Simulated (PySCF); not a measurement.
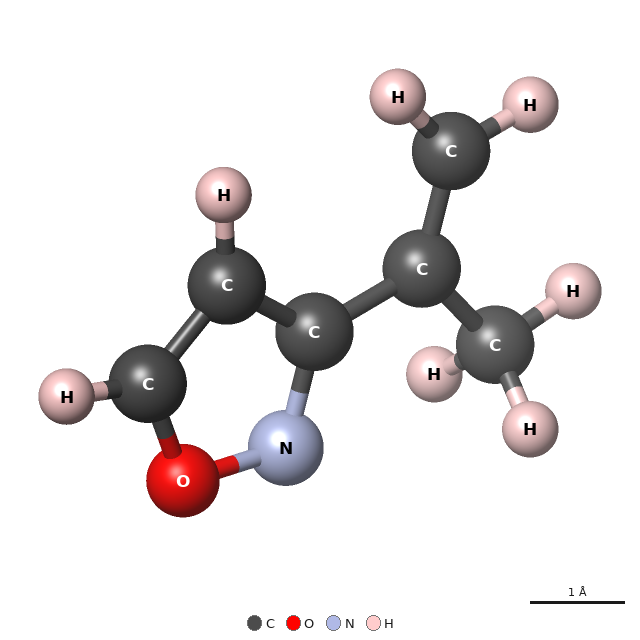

The picture shows a molecular structure as a ball-and-stick model.

Computed geometry: GFN2-xTB optimisation. No frequency run is at hand to confirm it as a minimum.

Question: Give the formula.

Answer: C6H7NO, 15 atoms: 6 carbon, 7 hydrogen, 1 nitrogen and 1 oxygen.

Question: What is the point group of this geometry?

Answer: Cs.

More results for the same structure follow; atom numbers are the same in all pictures, views and colours differ.

## Shape

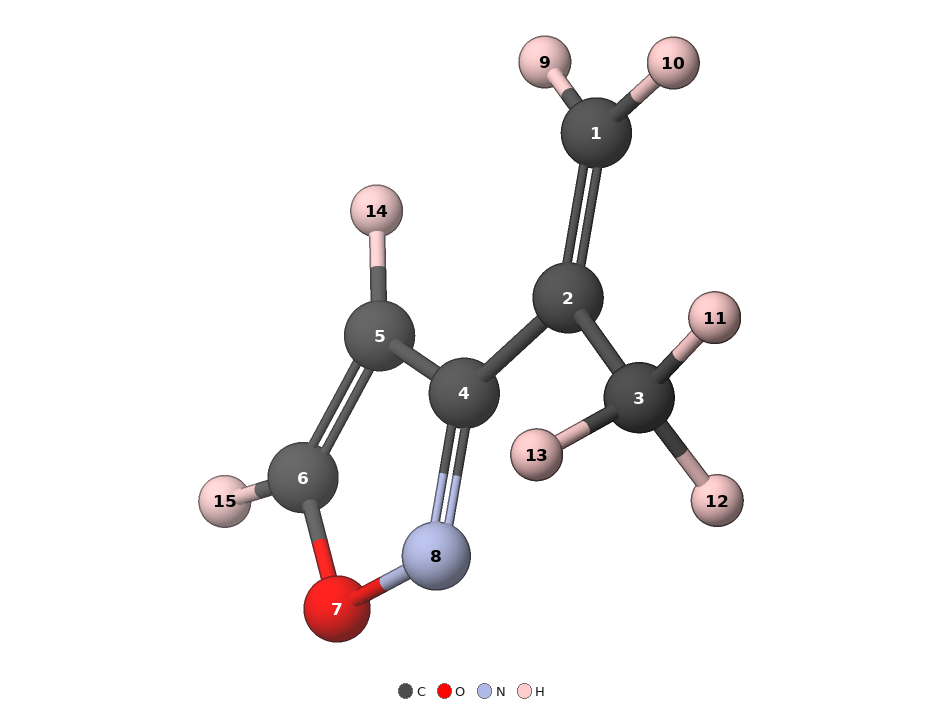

Atoms carry their numbers in the input. No frequency run is at hand to confirm it as a minimum.

Which atoms are bonded, and how long are the bonds?

```
  bond  length (Å)     order
 C1–C2       1.330    double
 C1–H9       1.076    single
C1–H10       1.076    single
 C2–C3       1.496    single
 C2–C4       1.456    single
C3–H11       1.086    single
C3–H12       1.088    single
C3–H13       1.088    single
 C4–C5       1.427  aromatic
 C4–N8       1.313  aromatic
 C5–C6       1.358  aromatic
C5–H14       1.069    single
 C6–O7       1.337  aromatic
C6–H15       1.072    single
 O7–N8       1.349  aromatic
```

## Electronic properties

No frequency run is at hand to confirm it as a minimum. Method: PBE0/def2-SVPD, gas phase (PySCF 2.14.0). Excitations: vertical, linear response.

Computed properties:

- dipole moment: 2.52 D
- HOMO energy (Kohn–Sham orbital): −7.26 eV
- LUMO energy (Kohn–Sham orbital): −1.01 eV
- HOMO–LUMO gap: 6.25 eV
- mean static polarisability: 79.4 bohr³
- lowest vertical singlet excitation: 5.72 eV
- its oscillator strength: 0.163
- brightest of the 6 lowest singlets: 6.07 eV
- its oscillator strength: 0.25

## Ring current

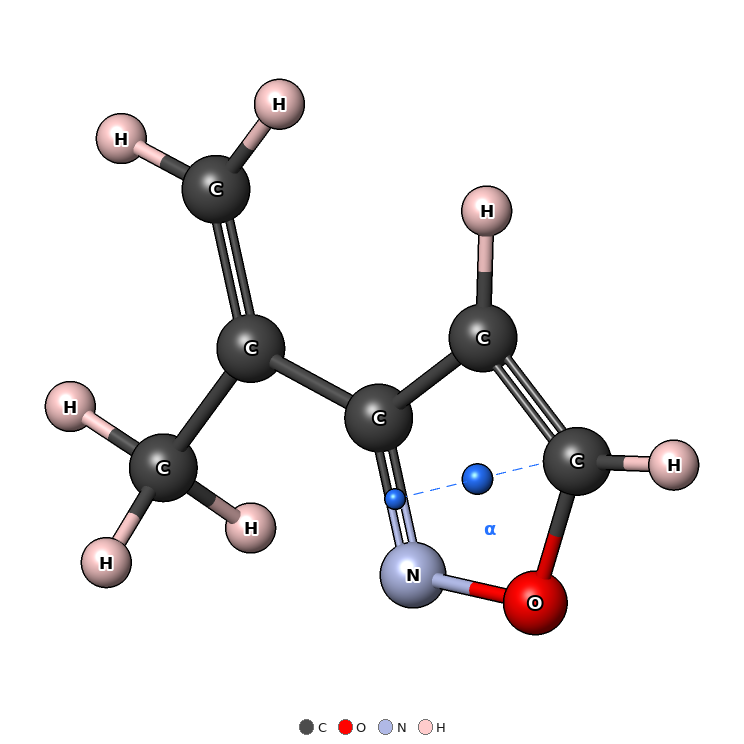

The small points mark where nucleus-independent chemical shifts (NICS) were computed: at the centre of each lettered ring and 1 Å above and below it. No frequency run is at hand to confirm it as a minimum. Method: GIAO PBE0/pcSseg-1 NMR shielding, non-relativistic, gas phase (PySCF 2.14.0).

Give NICS(0), NICS(1) and the out-of-plane component NICS(1)zz for each ring (means of the two sides).

```json
{"ring": "α", "members": "C3NO", "NICS(0)": "−10.8", "NICS(1)": "−10.7", "NICS(1)zz": "−26.0"}
```

Values in ppm.

Question: What do the values say about the ring currents?

Answer: Ring α: diatropic, as in an aromatic ring. NICS is one index among several.

## NMR shielding

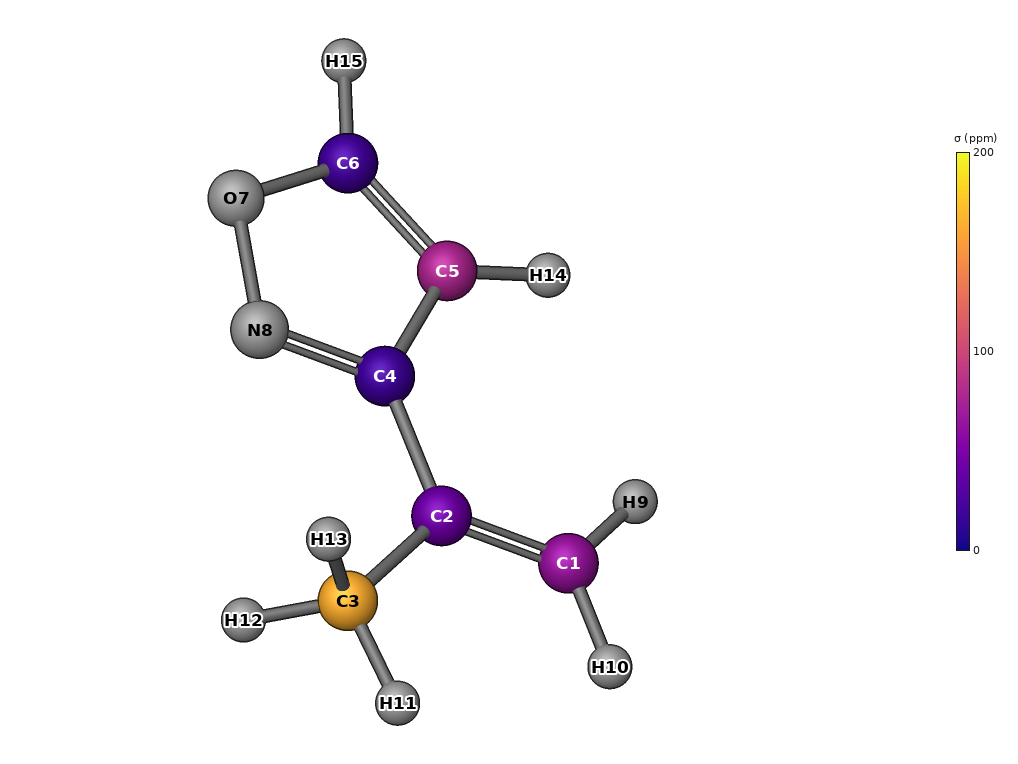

Atoms are coloured by their isotropic NMR shieldings (C only, the others grey). No frequency run is at hand to confirm it as a minimum. Properties computed with GIAO PBE0/pcSseg-1 NMR shielding, non-relativistic, gas phase (PySCF 2.14.0).

Give the isotropic NMR shieldings of the C atoms atom by atom.

```csv
atom,σ (ppm)
C1,64.9
C2,42.9
C3,164.3
C4,20.2
C5,78.2
C6,21.5
```
